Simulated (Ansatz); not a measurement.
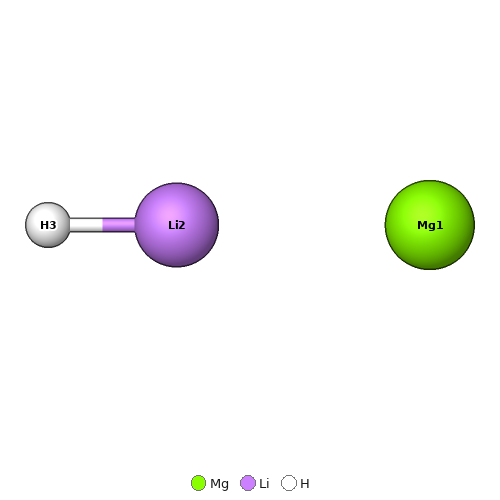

The system is Mg + LiH; the picture shows the reference structure. 
- The first coordinate is: distance Mg1–Li2; the second: distance Li2–H3.
- Nothing is relaxed (the angle Mg1–Li2–H3 is fixed at 180 degrees).
- The scan uses a 17 × 17 grid.
- All energies are given in eV relative to Mg far from the relaxed LiH (each part in its own basis).
- The restricted reference is unstable at some or all points, so the energies there are unreliable.
- Method: Ansatz, RHF-CCSD(T), frozen core/def2-TZVPD.

Its coordinates:

```xyz
3

Mg   -3.2880    0.0000    0.0000
Li    0.0000    0.0000    0.0000
H     1.6680    0.0000    0.0000
```

Range: distance Mg1–Li2 from 2.152 to 4.552 Å; distance Li2–H3 from 1.272 to 3.672 Å.

Question: What landscape does the calculation give?

Answer: The lowest grid point is at distance Mg1–Li2 = 3.288 Å, distance Li2–H3 = 1.668 Å, −0.10 eV from Mg far from the relaxed LiH (each part in its own basis). It is the only kind of minimum in the scanned range. The highest grid point, distance Mg1–Li2 = 2.152 Å, distance Li2–H3 = 3.672 Å, lies 2.95 eV above the lowest.

| distance Li2–H3 ↓, distance Mg1–Li2 → | 2.217 | 2.424 | 2.681 | 2.971 | 3.288 | 3.627 | 3.984 | 4.359 |
| --- | --- | --- | --- | --- | --- | --- | --- | --- |
| 3.672 | 2.68 | 2.29 | 2.04 | 1.93 | 1.91 | 1.92 | 1.95 | 1.98 |
| 3.290 | 2.42 | 2.03 | 1.79 | 1.69 | 1.67 | 1.69 | 1.72 | 1.75 |
| 2.923 | 2.07 | 1.69 | 1.45 | 1.35 | 1.33 | 1.35 | 1.38 | 1.41 |
| 2.575 | 1.66 | 1.29 | 1.05 | 0.95 | 0.92 | 0.94 | 0.98 | 1.01 |
| 2.247 | 1.24 | 0.87 | 0.63 | 0.53 | 0.50 | 0.52 | 0.55 | 0.57 |
| 1.943 | 0.86 | 0.50 | 0.26 | 0.15 | 0.12 | 0.13 | 0.16 | 0.18 |
| 1.668 | 0.64 | 0.28 | 0.05 | −0.06 | −0.10 | −0.09 | −0.07 | −0.05 |
| 1.433 | 0.74 | 0.39 | 0.16 | 0.04 | 0.01 | 0.01 | 0.03 | 0.05 |
| 1.272 | 1.15 | 0.80 | 0.57 | 0.46 | 0.42 | 0.43 | 0.45 | 0.47 |

The table holds every second grid line.

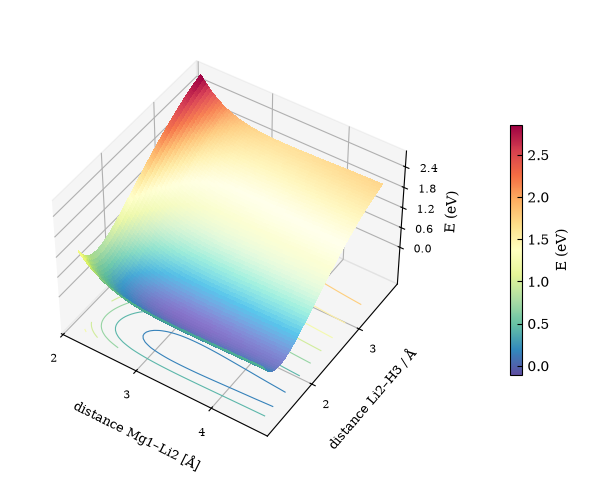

The picture shows a relief with its contours projected below. Between grid points the surface is interpolated.

Time for the 289 points that were run: 19 min on 1 thread of Arm Neoverse V2, on a shared host.
